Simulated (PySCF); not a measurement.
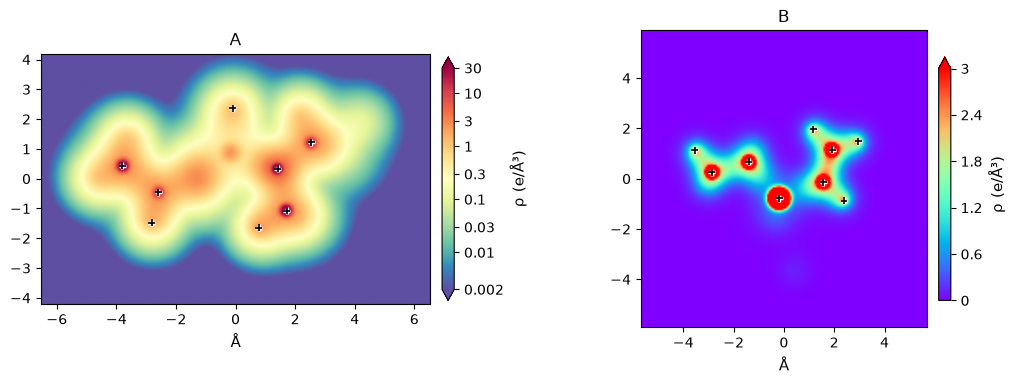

The electron density of 2 systems, each on a plane through atoms (crosses mark nuclei in the plane).

All numbers below come from PBE0/pcSseg-1, SCF density, gas phase, non-relativistic (PySCF 2.14.0).

System 1: C$_{8}$H$_{18}$Si (SMILES C=C[Si](CC)(CC)CC), the plane of atoms Si1, C23 and H25. Geometry: PBE0-D3(BJ)/def2-SVP.

```xyz
27

Si   -0.1368   -0.0065   -0.2069
C    -0.2613   -0.1287    1.6786
C     0.4892   -1.3152    2.2772
H    -1.3331   -0.1830    1.9414
H     0.1018    0.8200    2.1125
H     0.3610   -1.3801    3.3696
H     0.1428   -2.2680    1.8459
H     1.5717   -1.2492    2.0815
C     1.6755    0.0236   -0.7407
C     2.4938    1.1521   -0.1175
H     1.7083    0.0883   -1.8427
H     2.1240   -0.9535   -0.4879
H     3.5446    1.1313   -0.4482
H     2.0909    2.1426   -0.3827
H     2.4982    1.0904    0.9827
C    -1.0099    1.5680   -0.7913
C    -2.4977    1.6440   -0.4589
H    -0.8565    1.6476   -1.8821
H    -0.4776    2.4302   -0.3505
H    -2.9560    2.5760   -0.8267
H    -3.0569    0.8089   -0.9100
H    -2.6751    1.6031    0.6277
C    -0.9882   -1.5072   -0.9514
C    -0.3900   -2.4421   -1.6998
H    -2.0603   -1.6418   -0.7466
H     0.6761   -2.3901   -1.9499
H    -0.9310   -3.3063   -2.1030
```

System 2: C$_{6}$H$_{18}$N$_{2}$Si (Si(NMeEt)2H2), the plane of atoms N2, C3 and H8. Geometry: PBE0-D3(BJ)/def2-SVP.

| atom | x (Å) | y (Å) | z (Å) |
| --- | --- | --- | --- |
| Si | -0.6775 | 0.0034 | -0.4777 |
| N | -0.6575 | 0.3059 | 1.2304 |
| C | 0.0130 | -0.6114 | 2.1192 |
| C | -1.4944 | 1.3012 | 1.8637 |
| C | -2.7909 | 0.7666 | 2.4596 |
| H | 0.6035 | -0.0654 | 2.8792 |
| H | -0.6761 | -1.2887 | 2.6601 |
| H | 0.7134 | -1.2381 | 1.5461 |
| H | -0.9094 | 1.8079 | 2.6570 |
| H | -1.7334 | 2.0785 | 1.1188 |
| H | -3.3602 | 1.5737 | 2.9466 |
| H | -3.4272 | 0.3224 | 1.6778 |
| H | -2.6017 | -0.0086 | 3.2185 |
| N | 0.9433 | -0.2854 | -1.0197 |
| C | 1.9913 | 0.6541 | -0.7023 |
| C | 1.2841 | -1.3093 | -1.9828 |
| C | 1.4285 | -0.8186 | -3.4180 |
| H | 2.9117 | 0.1271 | -0.3868 |
| H | 2.2628 | 1.3176 | -1.5460 |
| H | 1.6752 | 1.2938 | 0.1360 |
| H | 2.2274 | -1.7981 | -1.6665 |
| H | 0.5082 | -2.0918 | -1.9456 |
| H | 1.7164 | -1.6442 | -4.0876 |
| H | 0.4796 | -0.3961 | -3.7843 |
| H | 2.1995 | -0.0375 | -3.5064 |
| H | -1.3618 | 1.2149 | -1.0394 |
| H | -1.4205 | -1.2196 | -0.9296 |

**Match each panel to its system.**

Panel A is system 2, C$_{6}$H$_{18}$N$_{2}$Si: the plane holds N, C and H. C–N (1.44 Å): the density is about 1.9 e/Å³ at the midpoint. Panel B is system 1, C$_{8}$H$_{18}$Si: the plane holds Si, C and H. C–C (1.34 Å): ρ at the midpoint is about 2.2 e/Å³.
